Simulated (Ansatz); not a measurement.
Formation energy of the bound charge states of Ge on the Al site (broken-bond start) in wurtzite AlN (start: the Al site; started 0.95 Å off site, one bond broken; 96-site cell, 2×2×2 shifted sampling) against the Fermi level, N-rich (Δμ(Al) = -2.74 eV, Δμ(Ge) = -0.009 eV, bounded by Ge3N4 (P31c); only phases computed here count, gases as isolated molecules at 0 K). The numbers are results of PBE, PAW (plane waves to 420 eV; Ansatz, a program for electronic structure), not measurements.

Set-up: 96-site cell; 2×2×2 shifted k-points; host gap 4.03 eV; charged states image-corrected; not converged in cell size; flagged in the runs: a host whose relaxation on this sampling wasn't shown to rest, a strain field that reaches the edge of the cell.

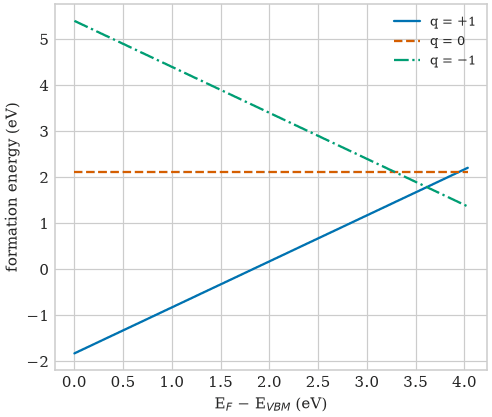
Figure. Formation energy of each charge state against the Fermi level

Crossings of the lowest lines: (+1/−1) at 3.61 eV. At the valence-band maximum: q = +1: -1.83 eV; q = 0: 2.12 eV; q = −1: 5.40 eV.
